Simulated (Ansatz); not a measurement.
## WH2Cl2OF3: nudged elastic band (part 2 of 2)

Continued. System: WH2Cl2OF3, multiplicity 2. Method: UKS PBE/def2-SVP (Ansatz 0.2.0). It belongs to a series of runs on one base structure; here: band between the two ends.

Geometry of the input (Å):
```
W  0.0198  -0.0680  0.2430
Cl 0.5240  0.9316  2.3379
F  1.6621  -0.2302  -0.6367
H  0.3415  1.6019  0.0548
O  -1.7938  -0.0542  0.6407
H  -2.6636  -0.1462  0.2077
F  0.5637  -1.6147  1.1668
F  -0.6040  -0.0171  -1.5361
Cl -0.4167  -0.6595  4.2357
```

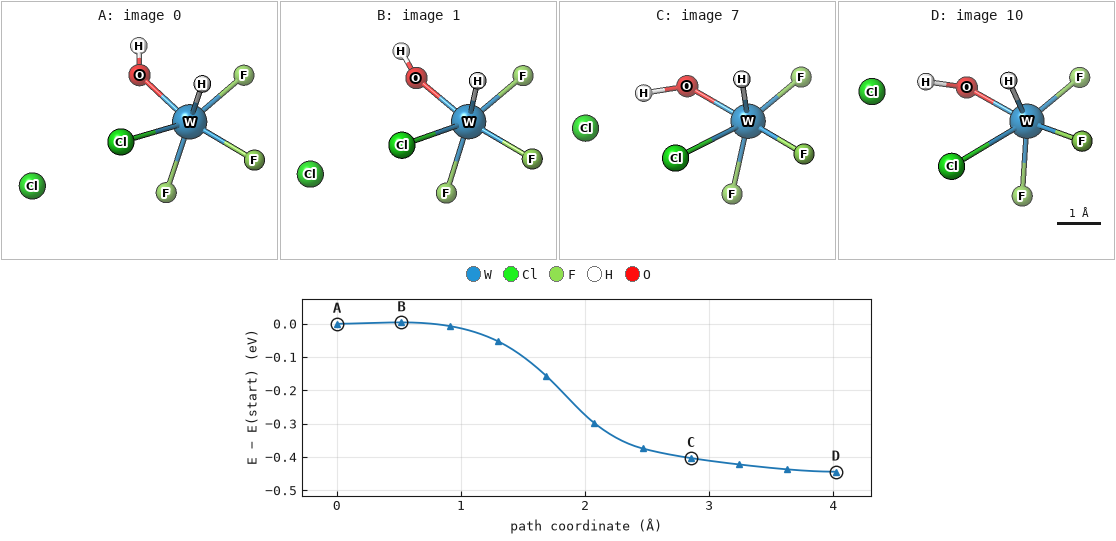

Figure 1. Images of the last band (counted from 0; ball-and-stick, seen at a tilt) above the energy along the path; the line is a cubic interpolation that uses the forces. The highest image is number 1, 0.004 eV above the start and 0.448 eV above the end (the climbing image); the end lies 0.444 eV below the start. The path is 4.02 Å long. The band converged in 30 iterations.

```
Total energy: -37070.70143795 eV, -1362.3231504206 hartree
Atom 0 at     0.047847    -0.083087     0.195436 Å, force     0.000255     0.002605    -0.000882 eV/Å
Atom 1 at     0.649865     0.879706     2.297885 Å, force     0.000043    -0.000274    -0.000182 eV/Å
Atom 2 at     1.723274    -0.168889    -0.626126 Å, force    -0.000222    -0.001150     0.000244 eV/Å
Atom 3 at     0.284814     1.605400     0.056598 Å, force    -0.000337    -0.000255     0.000493 eV/Å
Atom 4 at    -1.735291    -0.084003     0.652750 Å, force    -0.000096     0.000336     0.000259 eV/Å
Atom 5 at    -2.699952    -0.159053     0.549831 Å, force     0.000008    -0.000786    -0.000144 eV/Å
Atom 6 at     0.588540    -1.645474     1.098993 Å, force     0.000491    -0.000798     0.000286 eV/Å
Atom 7 at    -0.547637    -0.022610    -1.585821 Å, force    -0.000066     0.000116    -0.000155 eV/Å
Atom 8 at    -0.678560    -0.578289     4.074153 Å, force    -0.000077     0.000206     0.000081 eV/Å
Dipole moment:    -0.673455     0.101251    -0.535259 e Å
this run last wrote the band of iteration 30 to [file]
```

The last band as extended XYZ (Å, eV, eV/Å):
```
9
Properties=species:S:1:pos:R:3:forces:R:3 image=0 energy=-37070.70554
W     0.0198   -0.0680    0.2430    0.0240  -0.0212  -0.0087
Cl    0.5240    0.9316    2.3379   -0.0042   0.0001  -0.0257
F     1.6621   -0.2302   -0.6367   -0.0159  -0.0023   0.0107
H     0.3415    1.6019    0.0548   -0.0041   0.0015   0.0182
O    -1.7938   -0.0542    0.6407   -0.0053  -0.0006   0.0140
H    -2.6636   -0.1462    0.2077    0.0110  -0.0044  -0.0044
F     0.5637   -1.6147    1.1668   -0.0114   0.0118  -0.0088
F    -0.6040   -0.0171   -1.5361    0.0047   0.0097   0.0045
Cl   -0.4167   -0.6595    4.2357    0.0012   0.0054   0.0002
9
Properties=species:S:1:pos:R:3:forces:R:3 image=1 energy=-37070.70137
W     0.0478   -0.0831    0.1954    0.0003   0.0026  -0.0009
Cl    0.6499    0.8797    2.2979    0.0000  -0.0003  -0.0002
F     1.7233   -0.1689   -0.6261   -0.0002  -0.0011   0.0002
H     0.2848    1.6054    0.0566   -0.0003  -0.0003   0.0005
O    -1.7353   -0.0840    0.6528   -0.0001   0.0003   0.0003
H    -2.7000   -0.1591    0.5498    0.0000  -0.0008  -0.0001
F     0.5885   -1.6455    1.0990    0.0005  -0.0008   0.0003
F    -0.5476   -0.0226   -1.5858   -0.0001   0.0001  -0.0002
Cl   -0.6786   -0.5783    4.0742   -0.0001   0.0002   0.0001
9
Properties=species:S:1:pos:R:3:forces:R:3 image=2 energy=-37070.71233
W     0.0473   -0.0929    0.1427    0.0086  -0.0037  -0.0169
Cl    0.6960    0.8355    2.2618   -0.0109  -0.0174   0.0096
F     1.7548   -0.1517   -0.6137    0.0074   0.0092   0.0074
H     0.2635    1.6006    0.0423   -0.0035   0.0002  -0.0063
O    -1.7186   -0.0735    0.6345    0.0010   0.0043  -0.0047
H    -2.6579   -0.1093    0.8825    0.0062  -0.0049   0.0517
F     0.5581   -1.6707    1.0387   -0.0035  -0.0033  -0.0025
F    -0.5178   -0.0251   -1.6415    0.0069  -0.0007  -0.0068
Cl   -0.7926   -0.5691    3.9663   -0.0121   0.0163  -0.0315
9
Properties=species:S:1:pos:R:3:forces:R:3 image=3 energy=-37070.75759
W     0.0321   -0.0969    0.0918    0.0361  -0.0053  -0.0244
Cl    0.7747    0.6955    2.2506   -0.0201  -0.0026  -0.0130
F     1.7459   -0.2185   -0.6500    0.0020   0.0070   0.0123
H     0.3418    1.5838    0.0651   -0.0009   0.0065   0.0090
O    -1.7102    0.0211    0.6535   -0.0294   0.0007  -0.0295
H    -2.5121    0.0179    1.2084    0.0751  -0.0190   0.1348
F     0.4438   -1.7332    0.9316   -0.0057  -0.0136  -0.0154
F    -0.5534    0.0618   -1.6738    0.0041  -0.0019  -0.0166
Cl   -0.9297   -0.5878    3.8365   -0.0613   0.0282  -0.0573
9
Properties=species:S:1:pos:R:3:forces:R:3 image=4 energy=-37070.86111
W     0.0114   -0.0916    0.0490    0.0390   0.0037  -0.0247
Cl    0.8247    0.5197    2.2592   -0.0335  -0.0125  -0.0216
F     1.7215   -0.3270   -0.6861    0.0052   0.0053   0.0140
H     0.4728    1.5515    0.1256   -0.0041   0.0058  -0.0018
O    -1.7049    0.1591    0.6693   -0.0119  -0.0072  -0.0141
H    -2.2778    0.1247    1.4703    0.1789  -0.0704   0.2131
F     0.2688   -1.7919    0.8189   -0.0167   0.0059  -0.0189
F    -0.5831    0.2012   -1.6897   -0.0180   0.0041  -0.0370
Cl   -1.1005   -0.6021    3.6973   -0.1389   0.0653  -0.1091
9
Properties=species:S:1:pos:R:3:forces:R:3 image=5 energy=-37071.00323
W    -0.0146   -0.0965    0.0085   -0.0026   0.0195  -0.0196
Cl    0.8569    0.4303    2.2517   -0.0154  -0.0252   0.0030
F     1.6957   -0.3820   -0.7195    0.0222   0.0163  -0.0042
H     0.5181    1.5214    0.1350   -0.0141   0.0018   0.0023
O    -1.6779    0.2146    0.7289   -0.0246  -0.0091   0.0260
H    -2.0280    0.1208    1.6740    0.2065  -0.0756   0.1373
F     0.1752   -1.8128    0.7590   -0.0092  -0.0150  -0.0205
F    -0.6425    0.2391   -1.7069   -0.0252  -0.0036  -0.0135
Cl   -1.2500   -0.4912    3.5829   -0.1375   0.0909  -0.1109
9
Properties=species:S:1:pos:R:3:forces:R:3 image=6 energy=-37071.07963
W    -0.0181   -0.1150   -0.0349   -0.0062   0.0017   0.0015
Cl    0.8364    0.3464    2.2933    0.0041  -0.0360   0.0010
F     1.7568   -0.2372   -0.6566    0.0164   0.0315   0.0016
H     0.4195    1.5171    0.1946   -0.0172  -0.0022   0.0125
O    -1.6468    0.1539    0.7363   -0.0008  -0.0080   0.0258
H    -1.8885    0.0675    1.7581    0.0421  -0.0069   0.0181
F     0.2316   -1.8414    0.6695    0.0060  -0.0234  -0.0265
F    -0.6286    0.1785   -1.7613   -0.0096  -0.0123  -0.0089
Cl   -1.4294   -0.3260    3.5146   -0.0348   0.0555  -0.0251
9
Properties=species:S:1:pos:R:3:forces:R:3 image=7 energy=-37071.10853
W    -0.0083   -0.1494   -0.0551    0.0060  -0.0058  -0.0059
Cl    0.8290    0.2474    2.3253    0.0032  -0.0242   0.0017
F     1.7899   -0.0529   -0.6145    0.0002   0.0183   0.0020
H     0.2933    1.4944    0.2673   -0.0116  -0.0055   0.0129
O    -1.6327    0.0374    0.7266   -0.0034  -0.0091   0.0029
H    -1.8748    0.0494    1.7691    0.0069   0.0035   0.0049
F     0.3671   -1.8814    0.5732    0.0099  -0.0086  -0.0189
F    -0.6097    0.0996   -1.7910   -0.0010  -0.0037  -0.0024
Cl   -1.5208   -0.1007    3.5128   -0.0102   0.0351   0.0028
9
Properties=species:S:1:pos:R:3:forces:R:3 image=8 energy=-37071.12767
W     0.0054   -0.1875   -0.0582    0.0053  -0.0051   0.0021
Cl    0.8219    0.1572    2.3490    0.0045  -0.0183   0.0044
F     1.7873    0.1064   -0.6002   -0.0039   0.0128   0.0012
H     0.1766    1.4557    0.3416   -0.0055  -0.0065   0.0102
O    -1.6235   -0.0995    0.7238   -0.0023  -0.0114   0.0015
H    -1.8798    0.0284    1.7603   -0.0003   0.0024  -0.0034
F     0.5198   -1.9078    0.4972    0.0078  -0.0016  -0.0132
F    -0.6030    0.0339   -1.7957   -0.0026   0.0000  -0.0023
Cl   -1.5717    0.1568    3.4959   -0.0030   0.0278  -0.0005
9
Properties=species:S:1:pos:R:3:forces:R:3 image=9 energy=-37071.14244
W     0.0208   -0.2240   -0.0477    0.0006  -0.0028   0.0020
Cl    0.8136    0.0638    2.3730    0.0005  -0.0131   0.0021
F     1.7588    0.2551   -0.5965   -0.0024   0.0092  -0.0006
H     0.0737    1.4038    0.4323   -0.0040  -0.0049   0.0095
O    -1.6145   -0.2319    0.7265   -0.0001  -0.0062   0.0004
H    -1.8880    0.0084    1.7360   -0.0001   0.0016  -0.0016
F     0.6671   -1.9203    0.4358    0.0071  -0.0025  -0.0085
F    -0.6045   -0.0266   -1.7834   -0.0012  -0.0008   0.0008
Cl   -1.5940    0.4153    3.4376   -0.0005   0.0195  -0.0041
9
Properties=species:S:1:pos:R:3:forces:R:3 image=10 energy=-37071.14939
W     0.0374   -0.2560   -0.0276   -0.0088  -0.0014   0.0170
Cl    0.8011   -0.0329    2.4026   -0.0042   0.0064  -0.0092
F     1.7035    0.4097   -0.5983    0.0006  -0.0017   0.0004
H    -0.0172    1.3399    0.5419    0.0020   0.0006   0.0059
O    -1.6073   -0.3433    0.7288    0.0068   0.0050   0.0034
H    -1.8936    0.0001    1.6987    0.0006  -0.0035  -0.0063
F     0.8065   -1.9173    0.3884    0.0027  -0.0044  -0.0045
F    -0.6066   -0.1106   -1.7636   -0.0012   0.0001  -0.0025
Cl   -1.5908    0.6540    3.3427    0.0015  -0.0011  -0.0043
```

Key numbers:

- outcome: converged
- barrier, forward: 0.004 eV
- barrier, backward: 0.448 eV
- hardware: 4 threads of Arm Neoverse V2, 24 GiB of memory available, shared host
- wall time: 16 min (CPU time 60 min)
- peak memory: 0.33 GiB

Remarks:

The order of the saddle point was not checked.
